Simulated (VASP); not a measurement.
Band structure of Au (fcc). Level of theory: LDA (Ceperley-Alder, Perdew-Zunger), VASP's LDA PAW potentials (set 64) (plane waves; VASP 6.6.1).

Unless said otherwise, spin-orbit coupling is left out, though it shifts the bands of the heavy elements here.

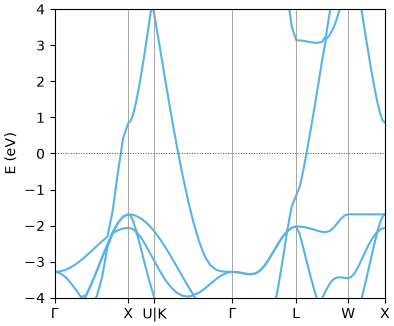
Fig. 1. Bands along high-symmetry lines, zero at the valence-band maximum or, without a gap, the Fermi level

Task: Read the plot: is there a gap, and where are the band edges?

Result: It has no gap at this level: it comes out as a metal or semimetal. (Edges off the drawn lines would not show.)

The compound is Au in the fcc structure. It was relaxed first.
